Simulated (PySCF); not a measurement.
**C2H3Al (ethynylalumane): levels of theory compared**

Aim: a comparison of 6 runs (HF/STO-3G, HF/3-21G, PBE0/def2-SVP, TPSSh/cc-pVDZ, r2SCAN/pcseg-2, MP2/def2-SVP) of C2H3Al (ethynylalumane). Input form: a Python script.

Program for the calculation: PySCF 2.14.0.

## 1. The structure to begin with

C2H3Al: 6 atoms, total charge 0, spin state singlet. SMILES: `C#[C][AlH2]`. The shape is that of a PBE0-D4/def2-TZVP optimisation.

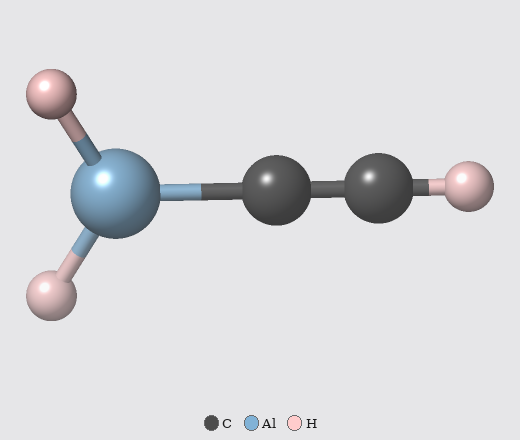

The structure, seen from a chosen angle (carbon dark grey, aluminium light blue, hydrogen pink).

## 2. Energy and gradient at HF/STO-3G (run 1)

Contents of run.py:

```python
# C#[C][AlH2]
import pyscf.grad
from pyscf import gto

mol = gto.M(
    atom='''
C       -0.792800      -1.637600      -0.298100
C       -0.266100      -0.564200      -0.106200
Al       0.564800       1.124200       0.195000
H       -1.257000      -2.583100      -0.467400
H        1.356700       1.804700      -0.990500
H        0.436600       1.792000       1.621000
''',
    verbose=4,
    max_memory=1860,
    basis='sto-3g',
    spin=0,
)

myscf = mol.RHF()
myscf.conv_tol = 1e-10
myscf.kernel()
if not myscf.converged:
    myscf = myscf.newton().run(myscf.mo_coeff, myscf.mo_occ)

energy = myscf.e_tot
print('E = %.10f Eh' % energy)
grad = myscf.Gradients().kernel()
myscf.analyze()
```

Started as:

```
$ OMP_NUM_THREADS=1 python run.py
```

Output:

```text
PySCF version 2.14.0

[... 60 lines left out ...]
converged SCF energy = -315.480704674998
[... 15 lines left out ...]
Nuclear Repulsion Energy =              69.410462215658541
[... 1 line left out ...]
Two-electron Energy =                  191.401706844661192
[... 1 line left out ...]
DFT Exchange-Correlation Energy =      -29.741416192726291
[... 3 lines left out ...]
MO #2   energy= -10.9390362531465  occ= 2
[... 1 line left out ...]
MO #4   energy= -4.74562165060734  occ= 2
[... 1 line left out ...]
MO #6   energy= -2.97282306365941  occ= 2
[... 1 line left out ...]
MO #8   energy= -0.902267166797812 occ= 2
[... 1 line left out ...]
MO #10  energy= -0.52718075745394  occ= 2
[... 1 line left out ...]
MO #12  energy= -0.362212955528923 occ= 2
[... 1 line left out ...]
MO #14  energy= -0.295978983852129 occ= 2
MO #15  energy= 0.281606881671931  occ= 0
MO #16  energy= 0.415003875942858  occ= 0
MO #17  energy= 0.427238492113219  occ= 0
MO #18  energy= 0.482469785704658  occ= 0
MO #19  energy= 0.613010096215965  occ= 0
MO #20  energy= 0.711884919976597  occ= 0
MO #21  energy= 0.724133862751558  occ= 0
MO #22  energy= 1.44502307488627   occ= 0
 ** Mulliken pop on meta-lowdin orthogonal AOs  **
 ** Mulliken pop  **
pop of  0 C 1s            1.99989
pop of  0 C 2s            1.05641
pop of  0 C 2px           1.00112
pop of  0 C 2py           1.02756
pop of  0 C 2pz           1.03856
pop of  1 C 1s            1.99987
pop of  1 C 2s            1.21212
pop of  1 C 2px           1.00789
pop of  1 C 2py           1.09417
pop of  1 C 2pz           0.95621
pop of  2 Al 1s           2.00000
pop of  2 Al 2s           2.00000
pop of  2 Al 3s           0.96086
pop of  2 Al 2px          1.99879
pop of  2 Al 2py          1.99857
pop of  2 Al 2pz          1.99850
pop of  2 Al 3px          0.20308
pop of  2 Al 3py          0.45266
pop of  2 Al 3pz          0.60653
pop of  3 H 1s            0.93993
pop of  4 H 1s            1.22363
pop of  5 H 1s            1.22365
 ** Mulliken atomic charges  **
charge of    0C =     -0.12353
charge of    1C =     -0.27026
charge of    2Al =      0.78101
charge of    3H =      0.06007
charge of    4H =     -0.22363
charge of    5H =     -0.22365
Dipole moment(X, Y, Z, Debye):  0.33733,  0.68481,  0.12189
```

Wall time 1.2 s (1 thread of Intel Xeon at 2.70GHz, shared host); peak memory 0.12 GiB.

## 3. Energy and gradient at HF/3-21G (run 2)

Contents of input.py:

```python
from pyscf import gto

molecule = gto.Mole()
molecule.atom = [
    ('C', (-0.792800, -1.637600, -0.298100)),
    ('C', (-0.266100, -0.564200, -0.106200)),
    ('Al', (0.564800, 1.124200, 0.195000)),
    ('H', (-1.257000, -2.583100, -0.467400)),
    ('H', (1.356700, 1.804700, -0.990500)),
    ('H', (0.436600, 1.792000, 1.621000)),
]
molecule.verbose = 4
molecule.max_memory = 1860
molecule.charge = 0
molecule.basis = '3-21g'
molecule.spin = 0
molecule.build()

mf = molecule.RHF()
mf.conv_tol = 1e-10
mf.kernel()
if not mf.converged:
    mf = mf.newton().run(mf.mo_coeff, mf.mo_occ)

e_tot = mf.e_tot
print('Final energy', e_tot)
grad = mf.nuc_grad_method().kernel()
dip = mf.dip_moment()
pop, q = mf.mulliken_pop()
```

Started as:

```
$ OMP_NUM_THREADS=1 python input.py
```

Output:

```text
PySCF version 2.14.0

[... 60 lines left out ...]
converged SCF energy = -317.575647991195
Final energy -317.57564799119484
[... 12 lines left out ...]
Dipole moment(X, Y, Z, Debye): -0.25981, -0.53169, -0.09584
[... 5 lines left out ...]
pop of  0 C 2py           0.62467
pop of  0 C 2pz           0.44604
pop of  0 C 3px           0.54089
pop of  0 C 3py           0.58961
pop of  0 C 3pz           0.56749
pop of  1 C 1s            1.98833
pop of  1 C 2s            0.40176
pop of  1 C 3s            0.75661
pop of  1 C 2px           0.46654
pop of  1 C 2py           0.61140
pop of  1 C 2pz           0.41739
pop of  1 C 3px           0.61317
pop of  1 C 3py           0.68250
pop of  1 C 3pz           0.54791
pop of  2 Al 1s           1.99883
pop of  2 Al 2s           1.98305
pop of  2 Al 3s           0.59600
pop of  2 Al 4s           0.25113
pop of  2 Al 2px          1.95664
pop of  2 Al 2py          1.96040
pop of  2 Al 2pz          1.96389
pop of  2 Al 3px          0.17549
pop of  2 Al 3py          0.29544
pop of  2 Al 3pz          0.48339
pop of  2 Al 4px          0.04373
pop of  2 Al 4py          0.03091
pop of  2 Al 4pz          0.14454
pop of  3 H 1s            0.45327
pop of  3 H 2s            0.21484
pop of  4 H 1s            0.39981
pop of  4 H 2s            0.86078
pop of  5 H 1s            0.39979
pop of  5 H 2s            0.86079
 ** Mulliken atomic charges  **
charge of    0C =     -0.44163
charge of    1C =     -0.48562
charge of    2Al =      1.11654
charge of    3H =      0.33189
charge of    4H =     -0.26060
charge of    5H =     -0.26059
```

It took 1.4 s on 1 thread of Intel Xeon at 2.70GHz, shared host; peak memory 0.12 GiB.

Runs 3 to 5 aren't shown in full; the table further down has their settings and results.

## 4. Energy and forces at MP2/def2-SVP (run 6)

Contents of job.py:

```python
import pyscf.grad
from pyscf import gto, scf, mp

mol = gto.M(
    atom=[
    ('C', (-0.792800, -1.637600, -0.298100)),
    ('C', (-0.266100, -0.564200, -0.106200)),
    ('Al', (0.564800, 1.124200, 0.195000)),
    ('H', (-1.257000, -2.583100, -0.467400)),
    ('H', (1.356700, 1.804700, -0.990500)),
    ('H', (0.436600, 1.792000, 1.621000)),
],
    charge=0,
    max_memory=1860,
    verbose=4,
    basis='def2-svp',
)

mf = scf.RHF(mol)
mf.conv_tol = 1e-10
mf.kernel()
if not mf.converged:
    mf = mf.newton().run(mf.mo_coeff, mf.mo_occ)

pt = mp.MP2(mf, frozen=7).run()
e_final = pt.e_tot
print('Final energy', e_final)
grad = pt.Gradients().kernel()
mf.analyze()
```

Started as:

```
$ OMP_NUM_THREADS=1 python job.py
```

Output:

```text
PySCF version 2.14.0

[... 82 lines left out ...]
Total Energy =                        -319.199788800979150
[... 7 lines left out ...]
MO #1   energy= -58.462270220022   occ= 2
[... 5 lines left out ...]
MO #7   energy= -3.21328632539396  occ= 2
[... 5 lines left out ...]
MO #13  energy= -0.404320467041352 occ= 2
[... 5 lines left out ...]
MO #19  energy= 0.20436658254309   occ= 0
[... 5 lines left out ...]
MO #25  energy= 0.478036190416535  occ= 0
[... 5 lines left out ...]
MO #31  energy= 0.696121521807296  occ= 0
[... 5 lines left out ...]
MO #37  energy= 0.941541448442248  occ= 0
[... 5 lines left out ...]
MO #43  energy= 1.57303694433665   occ= 0
[... 5 lines left out ...]
MO #49  energy= 1.85896356786147   occ= 0
[... 5 lines left out ...]
MO #55  energy= 2.29252510420769   occ= 0
[... 5 lines left out ...]
MO #61  energy= 4.03442277341931   occ= 0
[... 31 lines left out ...]
pop of  2 Al 2s           1.99967
pop of  2 Al 3s           0.88460
pop of  2 Al 4s           0.00443
pop of  2 Al 2px          1.99998
pop of  2 Al 2py          1.99997
pop of  2 Al 2pz          1.99999
pop of  2 Al 3px          0.23224
pop of  2 Al 3py          0.46236
pop of  2 Al 3pz          0.67817
pop of  2 Al 4px          0.00367
pop of  2 Al 4py          0.00980
pop of  2 Al 4pz          0.01058
pop of  2 Al 3dxy         0.00440
pop of  2 Al 3dyz         0.00675
pop of  2 Al 3dz^2        0.00641
pop of  2 Al 3dxz         0.00310
pop of  2 Al 3dx2-y2      0.00311
pop of  3 H 1s            0.83092
pop of  3 H 2s            0.01313
pop of  3 H 2px           0.00053
pop of  3 H 2py           0.00192
pop of  3 H 2pz           0.00018
pop of  4 H 1s            1.18221
pop of  4 H 2s            0.00052
pop of  4 H 2px           0.00090
pop of  4 H 2py           0.00069
pop of  4 H 2pz           0.00218
pop of  5 H 1s            1.18220
pop of  5 H 2s            0.00052
pop of  5 H 2px           0.00007
pop of  5 H 2py           0.00067
pop of  5 H 2pz           0.00304
 ** Mulliken atomic charges  **
charge of    0C =     -0.12043
charge of    1C =     -0.35067
charge of    2Al =      0.69079
charge of    3H =      0.15332
charge of    4H =     -0.18651
charge of    5H =     -0.18651
Dipole moment(X, Y, Z, Debye): -0.28608, -0.58437, -0.10511
```

Run time: 3.9 s. Hardware: 1 thread of Intel Xeon at 2.70GHz, shared host; peak memory 0.26 GiB.

## 5. Overview of the runs

```
run           level  integration grid  frozen core orbitals  energy (Eh)  dipole moment (D) of the reference  HOMO energy (eV)  LUMO energy (eV)  wall time
  1       HF/STO-3G                 –                     –  -315.480705                                0.77             -8.05              7.66      1.2 s
  2        HF/3-21G                 –                     –  -317.575648                                0.60            -10.61              0.98      1.4 s
  3   PBE0/def2-SVP                 5                     –  -320.011421                                0.64             -7.99             -1.82       12 s
  4   TPSSh/cc-pVDZ                 5                     –  -320.391006                                0.64             -7.26             -2.13       24 s
  5  r2SCAN/pcseg-2                 5                     –  -320.325931                                0.62             -7.11             -2.37       78 s
  6    MP2/def2-SVP                 –                     7  -319.511304                                0.66            -10.75              1.05      3.9 s
```

## 6. Results

| quantity | value |
| --- | --- |
| run 6: total energy | -319.51130 Eh |
| run 6: dipole moment (Hartree–Fock density) | 0.66 D |
| run 6: HOMO energy (Hartree–Fock orbitals) | -10.75 eV |
| run 6: LUMO energy (Hartree–Fock orbitals) | 1.05 eV |
| run 6: HOMO–LUMO gap (Hartree–Fock orbitals) | 11.80 eV |
| run 6: correlation energy (7 core orbitals frozen) | -311.5 mEh |
| run 6: largest force on an atom | 2.447 eV/Å |

In words: Over runs 1, 2, 3, 4, 5 the dipole moment (its size) runs from 0.60 D (HF/3-21G) to 0.77 D (HF/STO-3G). The two dipoles point in opposite directions. Over runs 1, 2, 3, 4, 5 the HOMO–LUMO gap runs from 4.74 eV (r2SCAN/pcseg-2) to 15.72 eV (HF/STO-3G). The two ends differ in method and basis. Totals of different functionals can't be ranked against each other. In run 1 the basis is minimal, so the values are rough. All runs together took 2 min, the longest 78 s.
